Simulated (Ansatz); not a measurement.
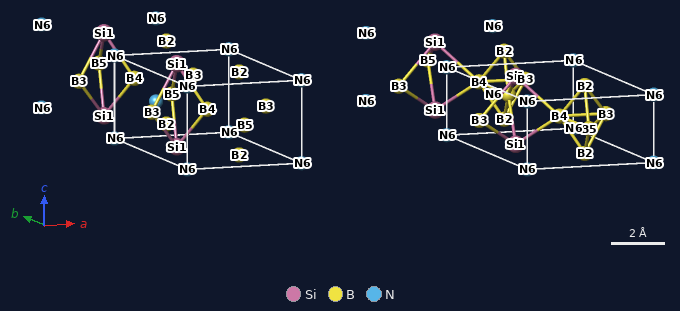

Two geometries of a crystal of SiB₄N (a generated structure, set up in P-6m2) (coarse preliminary run), drawn at one scale. One is the start of a relaxation, the other its converged end. The picture is a ball-and-stick view of the cell of the calculation, repeated 1 × 2 × 1 with one cell outlined, seen from a free direction.

The calculation used DFT PBE, scalar-relativistic, plane waves, PAW in Ansatz 0.2.0. Set-up: plane-wave cutoff 420 eV; k-point mesh 6 × 6 × 6; occupations gaussian; smearing width 0.1 eV; collinear spin; cell and atoms relaxed; force threshold 0.04 eV/Å; at most 70 steps.

Which of the two is the end point?

The right one is the relaxed one. The largest moves relative to the cell, 0.41 Å, are those of B3, B4 and B5. B4 goes along [1 −1 0]. N and Si stay in place. The volume changes by +0.3 %, with a = b 4.432 → 4.906 Å (+10.7 %), c 3.383 → 2.769 Å (−18.1 %). Near-neighbour distances that change, for instance: B3–B4 2.156 → 3.105 Å, Si1–Si1 3.383 → 2.769 Å, B3–B4 (another image) 2.276 → 1.801 Å, B2–B3 2.142 → 1.732 Å. New bonds form, among them: B2–B3 (2.14 → 1.73 Å), B2–B4 (2.14 → 1.73 Å), B2–B5 (2.14 → 1.73 Å). Bond angles that change, for instance: Si1–B3–Si1 107.3° → 75.4°, B3–Si1–B3 107.3° → 75.4°, B3–Si1–B4 61.8° → 86.5°. The space group stays P-6m2 (No. 187). Over 10 accepted moves (14 points after the start) the energy falls by 374 meV per atom. The largest force component goes from 0.95 to 0.011 eV/Å. Pressure: −18.31 GPa at the start and 0.14 GPa at the end. The line search rejected the trial steps at points 7, 10 of the run. At 2 points the geometry stayed and the basis and grid were re-selected for the new cell (energy shift of 6.0 meV per atom at most each time). The program noted that the starting moments weren't kept. The run may lie on a higher electronic state than the lowest, so the end point isn't shown to be the ground-state structure.
